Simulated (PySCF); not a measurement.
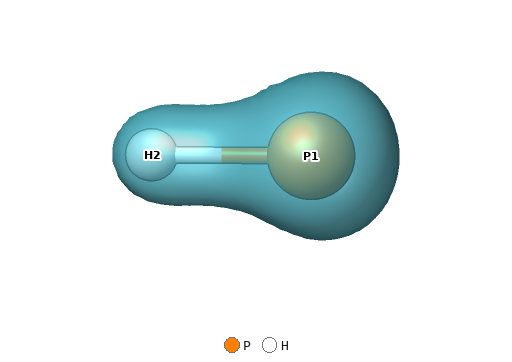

*PH (charge −1, doublet). Isosurface of the electron density at 0.6 e/Å³ (cyan), seen from one side.*

These are results of PBE0/aug-pcseg-1, non-relativistic, at a bond length of 1.449 Å (PySCF 2.14.0), not measurements.

**What does this surface tell about the bonding?**

At this value the surface is in one piece. It bridges the sampled P–H (1.45 Å) contact, where the density stays above the isovalue. On the grid the lowest density along these lines, outside the cores, is 0.94 e/Å³ (P–H, 1.45 Å).
